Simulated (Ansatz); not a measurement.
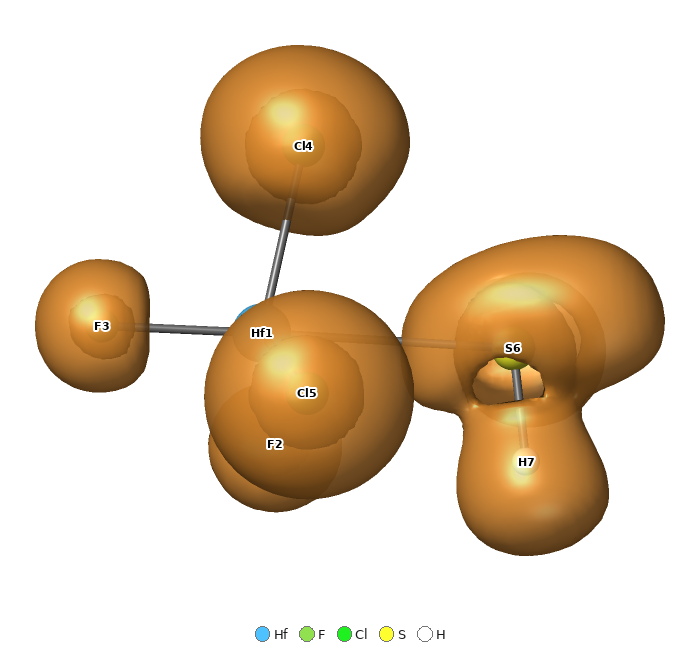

Figure 1: Cl2F2H2HfS. Isosurface of the electron localisation function at 0.75 (orange), seen at an oblique angle. Only the valence region is drawn (cores and ρ < 0.01 e/Å³ removed).

Core potentials replace the inner electrons of Hf.

The calculation used RKS revPBE/def2-SVP in Ansatz.

```yaml
atoms:
  - { symbol: Hf, position_ang: [-0.0068, -0.0306, -0.1054] }
  - { symbol: F, position_ang: [0.2283, -0.3979, 1.7693] }
  - { symbol: F, position_ang: [1.8273, 0.0001, -0.6479] }
  - { symbol: Cl, position_ang: [-0.6605, 2.1977, -0.6445] }
  - { symbol: Cl, position_ang: [-0.8193, -1.8395, -1.4310] }
  - { symbol: S, position_ang: [-2.8858, -0.1029, 0.7949] }
  - { symbol: H, position_ang: [-2.8858, -1.2985, 1.4500] }
  - { symbol: H, position_ang: [-2.7753, 0.5988, 1.9589] }
```

### What do the ELF domains correspond to?

The surface consists of two regions wrapped around Cl (the valence shell of each), two regions wrapped around F (the valence shell of each) and one joined region spread over several atoms (H, S), in which their bonds and any lone pairs are merged. Along the contacts the grid gives the following. Hf–F (1.91 Å): the ELF peaks at about 0.85 in the valence shell of F, 0.5 Å from its nucleus, and drops to about 0.20 between the two atoms. Hf–Cl (2.38 Å): the ELF peaks at about 0.85 in the valence shell of Cl, 0.8 Å from its nucleus, and is about 0.35 at the midpoint.
